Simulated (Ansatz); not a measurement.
# C₃H₁₅Ge₂NSi: basis-set convergence

How large a basis does C₃H₁₅Ge₂NSi need? Two functionals are run in growing sets.

Program: Ansatz 0.2.0, Gaussian basis. Level of theory: one geometry, several basis sets. These are calculated values, not measurements.

Levels to be run: PBE0-D4/def2-SVP; ωB97M-V/def2-SVP; PBE0-D4/def2-QZVPP; ωB97M-V/def2-QZVPP; the functionals' def2-TZVPP values are taken from earlier runs.

### 1 The relaxed structure

An earlier PBE0-D4 in a triple-zeta def2 set relaxation fixed the geometry.

SMILES `C[N](C)[Ge]([CH3])([SiH3])[GeH3]`, 22 atoms, charge 0, spin multiplicity 1.

Atoms are counted from 1 here; the program's logs count them from 0.

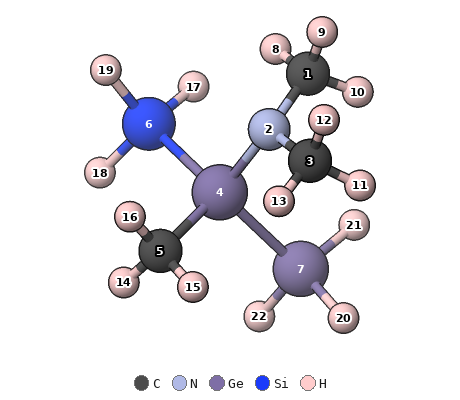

The structure; carbon dark grey, nitrogen light blue, germanium purple, silicon blue, hydrogen pink; atoms are numbered from 1 in the order of the file.

### 2 PBE0-D4 in def2-SVP

in.yaml

```yaml
crystal:
  periodic: [false, false, false]
  atoms:
    - {symbol: C, position_ang: [-1.098231, -0.499859, 1.891360]}
    - {symbol: N, position_ang: [-1.089481, 0.284035, 0.679545]}
    - {symbol: C, position_ang: [-2.311853, 0.122690, -0.072129]}
    - {symbol: Ge, position_ang: [0.484905, 0.268163, -0.306007]}
    - {symbol: C, position_ang: [0.305231, 1.631375, -1.700431]}
    - {symbol: Si, position_ang: [2.278979, 0.786068, 1.181751]}
    - {symbol: Ge, position_ang: [0.867222, -1.915713, -1.347488]}
    - {symbol: H, position_ang: [-0.184923, -0.331988, 2.468238]}
    - {symbol: H, position_ang: [-1.943990, -0.201233, 2.522622]}
    - {symbol: H, position_ang: [-1.188836, -1.585622, 1.716085]}
    - {symbol: H, position_ang: [-2.497733, -0.916757, -0.393894]}
    - {symbol: H, position_ang: [-3.168416, 0.430618, 0.539958]}
    - {symbol: H, position_ang: [-2.304674, 0.754255, -0.963050]}
    - {symbol: H, position_ang: [1.264410, 1.778893, -2.198933]}
    - {symbol: H, position_ang: [-0.428587, 1.330806, -2.449254]}
    - {symbol: H, position_ang: [-0.009127, 2.574232, -1.250178]}
    - {symbol: H, position_ang: [2.534307, -0.330608, 2.131289]}
    - {symbol: H, position_ang: [3.513067, 1.003694, 0.378294]}
    - {symbol: H, position_ang: [1.992378, 2.020071, 1.962621]}
    - {symbol: H, position_ang: [-0.216740, -2.237295, -2.395104]}
    - {symbol: H, position_ang: [0.861601, -3.046765, -0.302673]}
    - {symbol: H, position_ang: [2.230893, -1.949159, -2.064021]}
basis:
  gaussian: {orbitals: def2-SVP}
hamiltonian: {xc: pbe0, dispersion: d4}
output: {orbitals: {seedname: orbitals}}
```

On the command line:

```sh
$ ansatz run in.yaml --threads 4 --pin off --events-out ev --progress --plain --max-ram 66560MiB --backend cpu
```

Further steps of the session: ωB97M-V in def2-SVP; PBE0-D4 in def2-QZVPP; ωB97M-V in def2-QZVPP.

Before running them: what should the planned runs give, taken together? Wanted: PBE0-D4: double and triple zeta above quadruple; ωB97M-V: double and triple zeta above quadruple.

**Answer**, as computed:

| quantity | value |
| --- | --- |
| PBE0-D4: double and triple zeta above quadruple | 25.26, 2.98 eV |
| ωB97M-V: double and triple zeta above quadruple | 25.51, 2.89 eV |

PBE0-D4 gains 22.29 eV from double to triple zeta, then 2.98 eV more. These are total energies; as a rule much of such shifts cancels in differences, which this series doesn't test. The LUMO of ωB97M-V is positive and keeps falling with the basis (1.92 to 1.36 eV): an unbound level that the basis holds in place.
